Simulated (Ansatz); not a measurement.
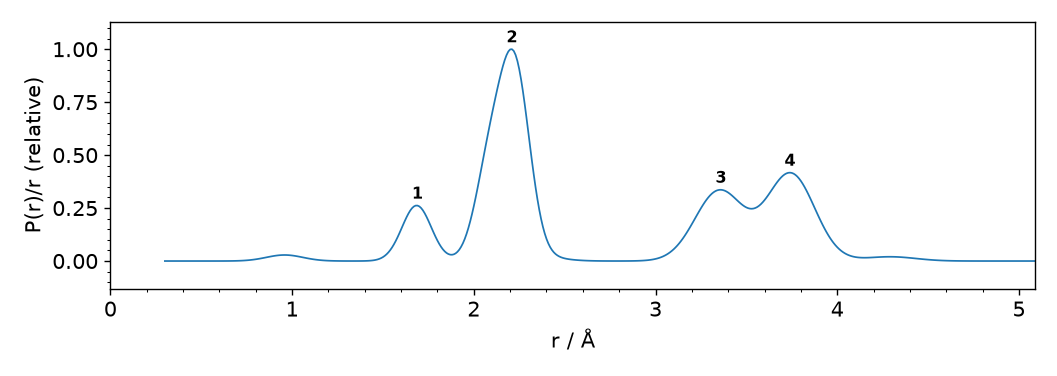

Simulated gas electron diffraction: radial distribution curve of AlBrClHO. Each pair of atoms contributes with weight ZᵢZⱼ/r; damping constant 0.002 Å²; vibrational amplitudes assumed, not computed: 0.05 Å for bonds, 0.078 Å for bonds to H, 0.06 + 0.015 r up to 0.15 Å for other pairs. The geometry is the end point of an optimisation (RKS PBE0-D4/def2-SVP (Ansatz)); it may be a saddle point or a higher isomer. SMILES: [OH][Al]([Cl])[Br].

Q: Read the positions of the numbered peaks and name the main pairs (– for bonds).

A: Peak 1, 1.69 Å: Al–O 1.69 Å
Peak 2, 2.21 Å: Cl–Al 2.09 Å, Br–Al 2.23 Å, not resolved
Peak 3, 3.36 Å: Cl···O 3.30 Å, Br···O 3.37 Å, not resolved
Peak 4, 3.74 Å: Br···Cl 3.74 Å
